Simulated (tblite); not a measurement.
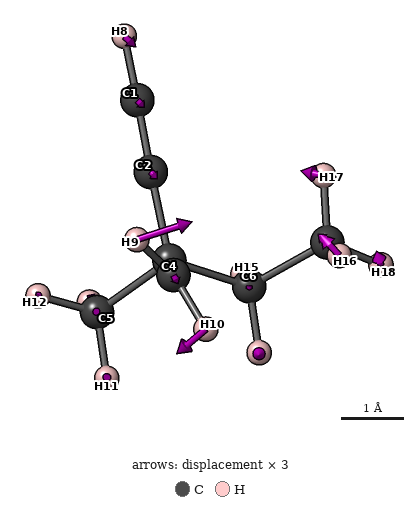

A relaxation of C$_{7}$H$_{11}$ (multiplicity 2). The starting structure is drawn; purple arrows show the displacements, 3 times their true length. The two geometries are superimposed by the best rigid fit.

Style: ball-and-stick. Shown face on.

All numbers below come from tblite 0.8.0, GFN2-xTB geometry optimisation, gas phase. 

Which element moves most?

Answer. Hydrogen: up to 0.32 Å, against 0.07 Å for carbon.

What happened in the run?

Answer. After 77 geometry steps the energy has fallen by 2.02 kcal/mol. The atom that moves furthest after the best rigid fit is an H atom (0.32 Å). Largest moves by element: H 0.32 Å, C 0.07 Å. Some distances before and after: C–C 1.486 → 1.457 Å, C–H 1.097 → 1.073 Å, C–H 1.110 → 1.088 Å, C–H 1.071 → 1.049 Å. Bond angles that change, for instance: C–C–C 114.8° → 112.2°, H–C–H 116.9° → 119.1°, C–C–C 107.7° → 109.8°.
